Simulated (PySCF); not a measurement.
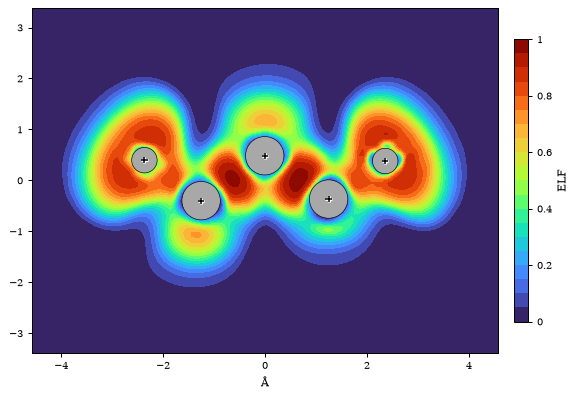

The ELF on a plane through atoms (crosses mark nuclei in the plane; grey discs cover the cores).

These are results of PBE0/pcSseg-1, SCF density, gas phase, non-relativistic in PySCF 2.14.0, not measurements.

Candidates:
A. C5H9PSi (SMILES [SiH3]P1C=CCC=C1)
B. C7H13P
C. C3H4F4 (SMILES FCCC(F)(F)F)

### Which system is this?

Candidate C: C3H4F4 on the plane of atoms C2, C3 and C4, which holds F and C. C–F (1.34 Å): the ELF peaks at about 0.85 between the atoms: a shared but strongly polarised pair. C–C (1.51 Å): the ELF peaks at about 1 between the atoms; a shared electron pair.
